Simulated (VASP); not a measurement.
Band structure of CaS (rock salt). Level of theory: RPBE GGA, VASP's PBE PAW potentials (set 64) (plane waves; VASP).

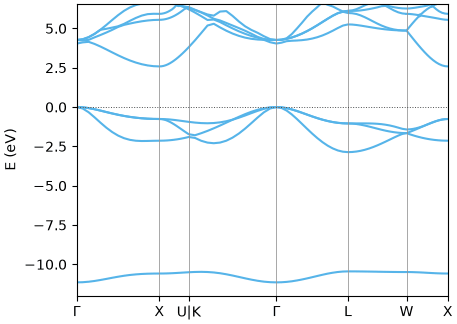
Figure: Bands along high-symmetry lines, zero at the valence-band maximum or, without a gap, the Fermi level

Question: Read the plot: is there a gap, and where are the band edges?

Answer: The gap is indirect, 2.58 eV, from the valence maximum at Γ to the conduction minimum at X. (Edges off the drawn lines would not show.)

Measured: gap 4.43 eV (computed value off by -1.85 eV), as given by David Waroquiers et al., Physical Review B (2013), arXiv:1302.6756.

The compound is CaS in the rock salt structure. It was relaxed first, which changed the volume by +5 %.
